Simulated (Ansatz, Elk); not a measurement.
**SrIrS3: X-ray structure factors from the self-consistent density**

Structure refinements treat a crystal as free atoms side by side. For a made-up structure of SrIrS3 (cell and positions from a PBE relaxation) the runs below show what the calculated density changes in F(hkl).

Program: Elk 11.2.3 (patched build). Level of theory: DFT, PBE, all-electron APW+lo, Dirac cores, scalar-relativistic bands, static density, no spin. Results are calculated unless marked as measured.

The structure was built from a prototype and need not be the compound's stable phase.

### Step 1. The starting structure

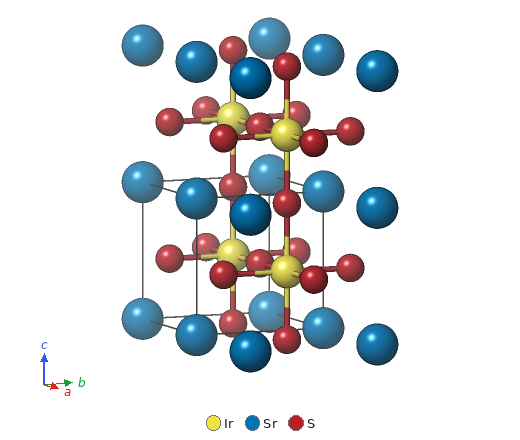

The cell as given, slightly off an axis (iridium yellow, strontium blue, sulfur red). 2×1×2 cells are drawn. Some periodic images of atoms are drawn too.

### Step 2. Ground state and structure factors

An all-electron density is needed, since X-rays see the cores too. Task 0 finds the density and task 195 Fourier-transforms it; tshift is off so that phases refer to the origin typed.

Input file elk.in:

```
tasks
  0
  195

xctype
  20

spinpol
  .false.

rgkmax
  7.0

gmaxvr
  14.0

lmaxo
  7

lmaxapw
  8

swidth
  0.002

tshift
  .false.

ramdisk
  .false.

hmaxvr
  5.5

maxscl
  120

epspot
  1e-06

sppath
  './'

avec
  9.00041853222 0.00000000000 -0.00000000000
  0.00000000000 9.00041853222 0.00000000000
  -0.00000000000 0.00000000000 9.00041853222

atoms
  3
  'Ir.in'
  1
  0.5000000000 0.5000000000 0.5000000000   0.000000 0.000000 0.000000
  'Sr.in'
  1
  -0.0000000000 -0.0000000000 -0.0000000000   0.000000 0.000000 0.000000
  'S.in'
  3
  0.5000000000 0.5000000000 0.0000000000   0.000000 0.000000 0.000000
  0.5000000000 0.0000000000 0.5000000000   0.000000 0.000000 0.000000
  -0.0000000000 0.5000000000 0.5000000000   0.000000 0.000000 0.000000

ngridk
  5 5 5
```

The run is started by

```
> OMP_NUM_THREADS=4 elk
```

Numbers of over 12 decimals in the logs are rounded to 6 here.

The log of the run:

```text
┌─────────────────────────┐
│ Elk code version 11.2.3 │
└─────────────────────────┘

All units are atomic (Hartree, Bohr, etc.)

┌─────────────────────────────────────────────────┐
│ Ground-state run starting from atomic densities │
└─────────────────────────────────────────────────┘

Lattice vectors :
   9.000418532       0.000000000      -0.000000000
   0.000000000       9.000418532       0.000000000
  -0.000000000       0.000000000       9.000418532

Reciprocal lattice vectors :
  0.6980992367      -0.000000000       0.000000000
  -0.000000000      0.6980992367      -0.000000000
   0.000000000      -0.000000000      0.6980992367

Unit cell volume      :    729.1017081
Brillouin zone volume :   0.3402134582

Muffin-tin inner radius fraction :   0.1000000000E-01

Nuclei treated as point charges

Species : 1 (Ir)
 parameters loaded from : Ir.in
 name : iridium
 nuclear charge    :   -77.00000000
 electronic charge :    77.00000000
 atomic mass :    350390.1562
 muffin-tin radius :    2.492117189
 number of radial points in muffin-tin :   1393
 inner part over the whole radius :   0.9944599021E-02
 number on inner part of muffin-tin    :    997
 approximate nuclear radius :   0.1024342351E-03
 number of mesh points to nuclear radius :    526
 atomic positions (lattice), magnetic fields (Cartesian) :
  1 :   0.50000000  0.50000000  0.50000000    0.00000000  0.00000000  0.00000000

Species : 2 (Sr)
 parameters loaded from : Sr.in
 name : strontium
 nuclear charge    :   -38.00000000
 electronic charge :    38.00000000
 atomic mass :    159721.4892
 muffin-tin radius :    2.600000000
 number of radial points in muffin-tin :   1193
 inner part over the whole radius :   0.9909106339E-02
 number on inner part of muffin-tin    :    847
 approximate nuclear radius :   0.8067967193E-04
 number of mesh points to nuclear radius :    415
 atomic positions (lattice), magnetic fields (Cartesian) :
  1 :   0.00000000  0.00000000  0.00000000    0.00000000  0.00000000  0.00000000

Species : 3 (S)
 parameters loaded from : S.in
 name : sulphur
 nuclear charge    :   -16.00000000
 electronic charge :    16.00000000
 atomic mass :    58450.91931
 muffin-tin radius :    1.958092077
 number of radial points in muffin-tin :    793
 inner part over the whole radius :   0.9859125005E-02
 number on inner part of muffin-tin    :    552
 approximate nuclear radius :   0.6195814986E-04
 number of mesh points to nuclear radius :    252
 atomic positions (lattice), magnetic fields (Cartesian) :
  1 :   0.50000000  0.50000000  0.00000000    0.00000000  0.00000000  0.00000000
  2 :   0.50000000  0.00000000  0.50000000    0.00000000  0.00000000  0.00000000
  3 :   0.00000000  0.50000000  0.50000000    0.00000000  0.00000000  0.00000000

Total number of atoms per unit cell :    5
Total muffin-tin volume :    232.7977532
 ratio of muffin-tin to unit cell volume :   0.3192939348

Spin treatment :
 spin-unpolarised

Number of Bravais lattice symmetries :   48
Number of crystal symmetries         :   48
Crystal has inversion symmetry
Real symmetric eigensolver will be used

k-point grid :      5     5     5
k-point offset :    0.000000000       0.000000000       0.000000000
k-point set is reduced with full crystal symmetry group
Total number of k-points :       10

Muffin-tin radius times maximum |G+k| :    7.000000000
 using average radius
Maximum |G+k| for APW functions       :    3.191568883
Maximum (1/2)|G+k|²                   :    5.093055968
Maximum |G| for potential and density :    14.00000000
Constant for pseudocharge density :    9
 order of it for each species :   16  16  16
 order of it for pair densities of each species (exact exchange by exxq0 0: 17) :   13  14   7
Radial integration step length :    1

G-vector grid sizes :     42    42    42
Number of G-vectors :    33833

Maximum angular momentum used for
 APW functions            :    8
 outer part of muffin-tin :    7
 inner part of muffin-tin :    2

Total nuclear charge    :   -163.0000000
[...]
electron entropic           :    -0.39755189249963E-02
 total energy                :     -22237.487298381

Density of states at Fermi energy :    327.1209445
 (states/Hartree/unit cell)

Estimated indirect band gap :   0.1636443963E-02
 from k-point 9 to k-point 10
Estimated direct band gap   :   0.1789269981E-02
 at k-point 9

Charges :
 core                        :    106.0000000
 valence                     :    57.00000000
 interstitial                :    10.54172525
 muffin-tins (core leakage)
  species : 1 (Ir)
   atom 1                    :    74.97996681     (  0.1240610211E-02)
  species : 2 (Sr)
[...]
species : 3 (S)
[...]
total in muffin-tins        :    152.4582747
 total calculated charge     :    162.9964831
 total charge                :    163.0000000
 error                       :   0.3516938687E-02

RMS change in Kohn-Sham potential (target) :   0.3373527577     (  0.1000000000E-05)
Absolute change in total energy (target)   :   0.4988121225     (  0.1000000000E-03)

[... loops 3 to 15 left out ...]

┌──────────────────┐
│ Loop number : 16 │
└──────────────────┘

Energies :
 Fermi                       :     0.224666
 sum of occupied eigenvalues :     -13511.930580851
 electron kinetic            :      24832.364488167
 core electron kinetic       :      23979.620959853
 Coulomb                     :     -46536.647855533
 Coulomb potential           :     -37650.781994923
 nuclear-nuclear             :     -1751.0458634847
 electron-nuclear            :     -51947.611265139
 Hartree                     :      7162.0092730910
 Madelung                    :     -27711.256858072
 xc potential                :     -693.51307409540
 exchange                    :     -522.85409085017
 correlation                 :     -8.527239
 electron entropic           :    -0.36524022956767E-02
 total energy                :     -22235.668350029

Density of states at Fermi energy :    290.9299864
 (states/Hartree/unit cell)

Estimated indirect band gap :   0.9776539043E-03
 from k-point 10 to k-point 5
Estimated direct band gap   :   0.3791987847E-02
 at k-point 9

Charges :
 core                        :    106.0000000
 valence                     :    57.00000000
 interstitial                :    10.42594612
 muffin-tins (core leakage)
  species : 1 (Ir)
[...]
species : 2 (Sr)
[...]
species : 3 (S)
[...]
total in muffin-tins        :    152.5740539
 total calculated charge     :    162.9965025
 total charge                :    163.0000000
 error                       :   0.3497467924E-02

RMS change in Kohn-Sham potential (target) :   0.2071595903E-06 (  0.1000000000E-05)
Absolute change in total energy (target)   :   0.6666177433E-04 (  0.1000000000E-03)

Convergence targets achieved

┌──────────────────┐
│ Loop number : 17 │
└──────────────────┘

Energies :
 Fermi                       :     0.224666
 sum of occupied eigenvalues :     -13511.930585156
 electron kinetic            :      24832.364476986
 core electron kinetic       :      23979.620955378
 Coulomb                     :     -46536.647849113
 Coulomb potential           :     -37650.782006529
 nuclear-nuclear             :     -1751.0458634847
 electron-nuclear            :     -51947.611240550
 Hartree                     :      7162.0092549216
 Madelung                    :     -27711.256845849
 xc potential                :     -693.51305561345
 exchange                    :     -522.85409053287
 correlation                 :     -8.527239
 electron entropic           :    -0.36524020805759E-02
 total energy                :     -22235.668354469

Density of states at Fermi energy :    290.9299792
 (states/Hartree/unit cell)

Estimated indirect band gap :   0.9776496391E-03
 from k-point 10 to k-point 5
Estimated direct band gap   :   0.3791986588E-02
 at k-point 9

Charges :
 core                        :    106.0000000
 valence                     :    57.00000000
 interstitial                :    10.42594639
 muffin-tins (core leakage)
  species : 1 (Ir)
[...]
species : 2 (Sr)
[...]
species : 3 (S)
   atom 1                    :    13.75357442     (  0.3501138334E-03)
   atom 2                    :    13.75357442     (  0.3501138334E-03)
   atom 3                    :    13.75357442     (  0.3501138334E-03)
 total in muffin-tins        :    152.5740536
 total calculated charge     :    162.9965025
 total charge                :    163.0000000
 error                       :   0.3497467986E-02

┌──────────────────────────────┐
│ Self-consistent loop stopped │
└──────────────────────────────┘

Warning : core states of species 1 leak from the muffin-tin :   0.1175593720E-02

Warning : core states of species 3 leak from the muffin-tin :   0.3501138334E-03

Wrote STATE.OUT
```

It took 19 s on 4 threads of Intel Xeon 6975P-C (Granite Rapids), shared host; peak memory 0.22 GiB; 40 s of CPU time.

SFACRHO.OUT:

```text

h k l indices transformed by vhmat matrix:
   1.000000000       0.000000000       0.000000000    
   0.000000000       1.000000000       0.000000000    
   0.000000000       0.000000000       1.000000000    

      h      k      l  multipl.   |H|            Re(F)            Im(F)           |F|

      0      0      0      1   0.0000000       163.00000      0.19191798E-15   163.00000    
      0     -1      0      6  0.69809924      -52.413464     -0.11039403E-13   52.413464    
     -1      0      1     12  0.98726141       88.667027     -0.13902483E-13   88.667027    
      1      1      1      8   1.2091433     -0.61372484      0.16342492E-13  0.61372484    
      0      0     -2      6   1.3961985       126.59807      0.20578788E-13   126.59807    
     -1      0     -2     24   1.5609973      -44.198173     -0.25151409E-13   44.198173    
     -1      1     -2     24   1.7099869       78.627776      0.61565520E-13   78.627776    
      2      2      0     12   1.9745228       111.02779     -0.37318588E-13   111.02779    
      2     -2      1     24   2.0942977      -40.137467      0.31147401E-13   40.137467    
      0      0      3      6   2.0942977      -40.035249      0.27894476E-13   40.035249    
     -3      1      0     24   2.2075836       71.615327      0.13736698E-13   71.615327    
     -1     -1     -3     24   2.3153332      -5.2423563     -0.22748168E-13   5.2423563    
      2     -2     -2      8   2.4182867       101.68682      0.17224526E-13   101.68682    
     -2     -3      0     24   2.5170326      -37.430862     -0.38162658E-13   37.430862    
     -2      1      3     48   2.6120482       66.485252     -0.20101900E-13   66.485252    
      4      0      0      6   2.7923969       94.936320     -0.32281523E-13   94.936320    
      3      2     -2     24   2.8783369      -35.329411      0.23078196E-13   35.329411    
     -4      0     -1     24   2.8783369      -35.312464     -0.32025928E-13   35.312464
```

Elk indexes on the primitive cell of elk.in and gives |H| = 4π sin θ/λ in inverse bohr. Below, one row stands for each form hkl of the conventional cell (m members, Friedel mates merged), F is for one primitive cell and the density is static (no thermal factor). Free-atom factors are Waasmaier and Kirfel's, and R is Σm||F|−|F'||/Σm|F|.

```csv
hkl,m,sin θ/λ (Å⁻¹),"abs F, DFT",neutral atoms,diff.
100,6,0.105,52.413,52.330,+0.084
110,12,0.148,88.667,88.825,-0.158
111,8,0.182,0.614,0.983,-0.369
200,6,0.210,126.598,126.539,+0.059
210,24,0.235,44.198,44.264,-0.065
211,24,0.257,78.628,78.645,-0.017
220,12,0.297,111.028,111.234,-0.206
221,24,0.315,40.138,40.245,-0.107
300,6,0.315,40.035,40.245,-0.209
310,24,0.332,71.615,71.694,-0.079
311,24,0.348,5.242,5.194,+0.049
222,8,0.364,101.687,101.816,-0.129
320,24,0.379,37.431,37.497,-0.066
321,48,0.393,66.485,66.512,-0.027
```

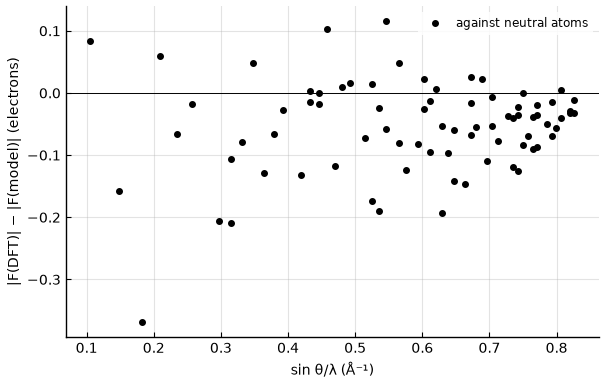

Difference between the calculated structure factors and the independent-atom ones.

### Step 3. The highest occupied states alone

An energy window below the Fermi level keeps the highest occupied states, to see at which angles they scatter; shallow core shells can lie inside it and anion s states outside. No new self-consistency is needed.

elk.in, as its differences from that of step 2:

```diff
@@ -1,3 +1,2 @@
 tasks
-  0
   195
@@ -40,2 +39,5 @@
 
+wsfac
+  -0.216330 0.524670
+
 sppath
```

The run is started by

```
> OMP_NUM_THREADS=4 elk
```

The log of the run:

```text
┌─────────────────────────────────┐
│ Elk code version 11.2.3 started │
└─────────────────────────────────┘

Info(readinput): the functional depends on the density's gradient
 muffin-tin radial points multiplied by    2.00000
 (not where nrmtscf is given)

┌────────────────────┐
│ Current task : 195 │
└────────────────────┘
Info(checkmt): changed muffin-tin radius of species 1 (Ir) from   2.8000 to   2.4921
Info(checkmt): changed muffin-tin radius of species 3 (S) from   2.2000 to   1.9581

Info(sfacrho): density structure factors written to SFACRHO.OUT

 Energy window :  -0.2163300000      0.5246700000

┌──────────────────┐
│ Elk code stopped │
└──────────────────┘
```

Wall time 7.5 s (4 threads); peak memory 0.16 GiB; 9.7 s of CPU time.

States within 12 eV below the Fermi level hold 23.00 electrons; any levels below the window count with the cores. Their amplitudes can exceed the total, where window and core parts have opposite phase:

```csv
hkl,sin θ/λ (Å⁻¹),"abs F, window","abs F, all"
100,0.105,8.544,52.413
110,0.148,2.127,88.667
111,0.182,1.031,0.614
200,0.210,5.143,126.598
210,0.235,2.394,44.198
211,0.257,1.079,78.628
220,0.297,1.069,111.028
221,0.315,0.567,40.138
300,0.315,0.221,40.035
310,0.332,0.260,71.615
```

(Continued in part 2 of 2.)

[Logs are printed without paths, hosts, clocks, repeated set-up lines and the standing remarks that a program may print on its own settings, such as how far it seeks lower states.]

[Hosts, paths, dates, database ids (printed as entryN), source tags and the programs' standing remarks are cut or masked in the printed files.]
